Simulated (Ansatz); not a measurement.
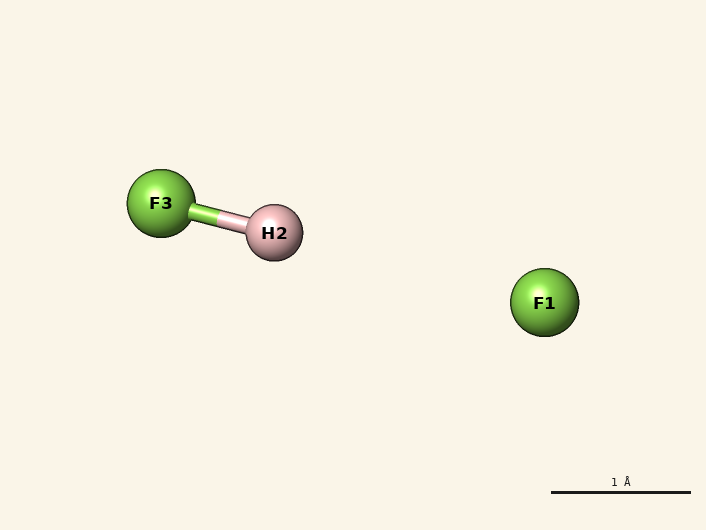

Figure made from data computed with Ansatz.

State: neutral, doublet. Geometry: a fixed input geometry, not necessarily a minimum.

Find the hydrogen bonds (donors O, N, F, S or Cl) and give their geometry.

```json
{"D–H···A": "F3–H2···F1", "D–H (Å)": "0.90", "H···A (Å)": "2.15", "angle (°)": "180", "kind": "intermolecular"}
```
